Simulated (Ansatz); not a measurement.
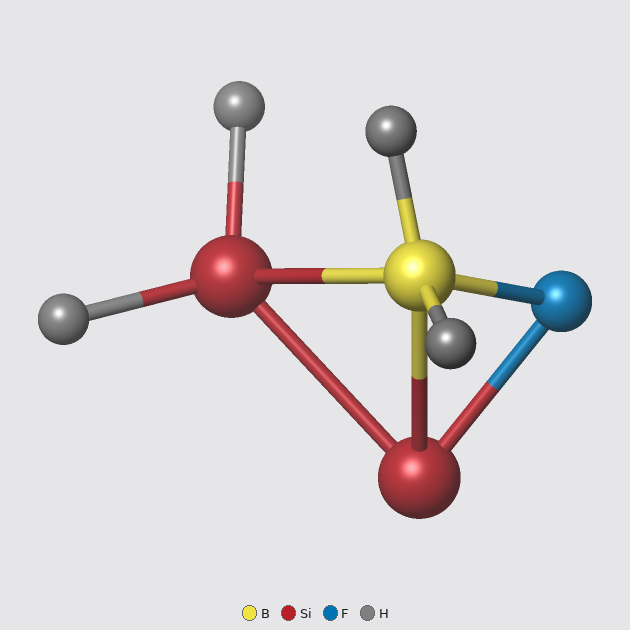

A ball-and-stick model of a molecule.

The geometry was computed by an optimisation with PBE0-D4/def2-TZVP. No frequency run is at hand to confirm it as a minimum.

What does the picture show?

Formula BFH4Si2. The point group is C1. Coordination, clear cases only: 1 Si trigonal pyramidal.

The parts below concern this one geometry. Atoms keep their numbers from picture to picture.

## Charges

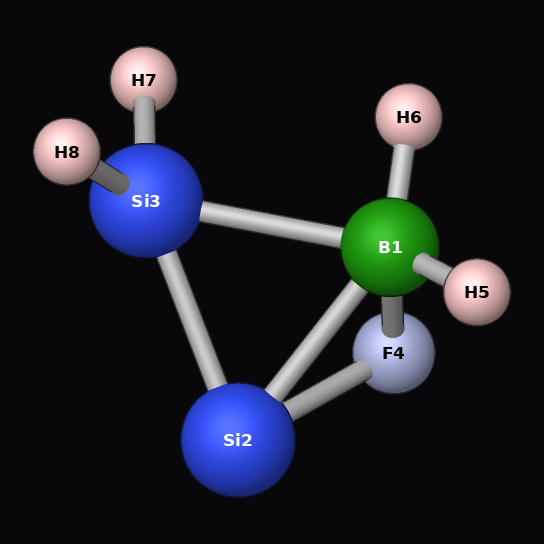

The questions are on Mulliken charges. No frequency run is at hand to confirm it as a minimum. Level of theory: RKS PBE0-D4/def2-TZVP (Ansatz 0.2.0).

**Which atom carries the highest charge (most positive or least negative)?**

Si2 (0.16 e).

**And the lowest?**

F4 (−0.18 e).

List the Mulliken charges.

```tsv
atom	value (e)
B1	−0.10
Si2	0.16
Si3	0.03
F4	−0.18
H5	0.02
H6	0.04
H7	0.01
H8	0.00
```

## Electronic properties

No frequency run is at hand to confirm it as a minimum. Method: RKS PBE0-D4/def2-TZVPP (Ansatz 0.2.0).

**What is the dispersion correction?**

−15.6 kJ/mol.

**Give the LUMO energy (Kohn–Sham orbital) at this level.**

−2.24 eV.

**Estimate the HOMO energy (Kohn–Sham orbital).**

−6.45 eV.

## Dipole moment

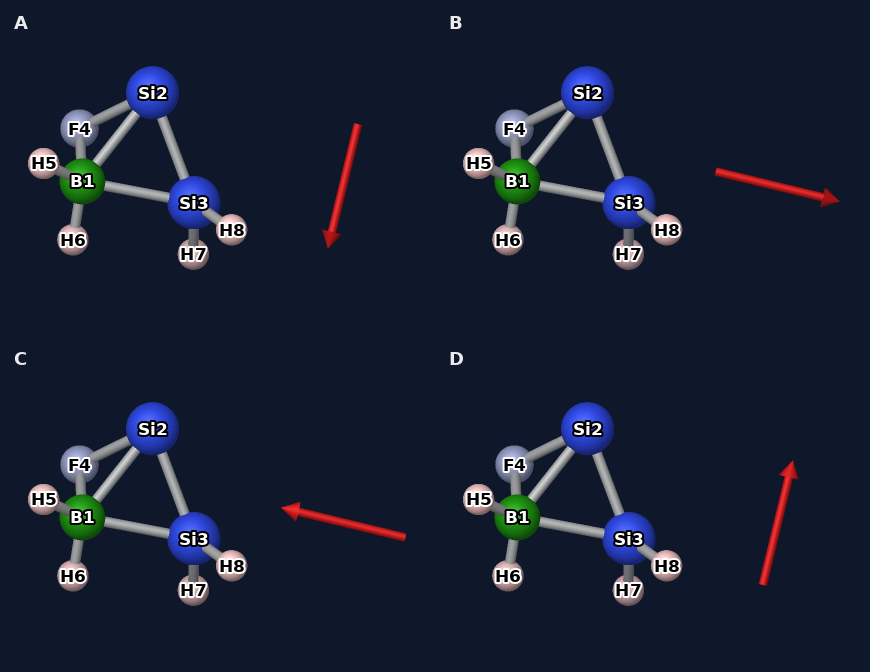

The same molecule four times, each with an arrow. No frequency run is at hand to confirm it as a minimum. Method: RKS PBE0-D4/def2-TZVP (Ansatz 0.2.0).

**Which arrow points along the dipole moment, from the negative to the positive end?**

B. The dipole moment is 1.18 D; it points from the side of H5 to the side of H8 (the outermost atoms at the two ends).

Mulliken values depend strongly on the basis set and can even reverse the polarity of a bond.
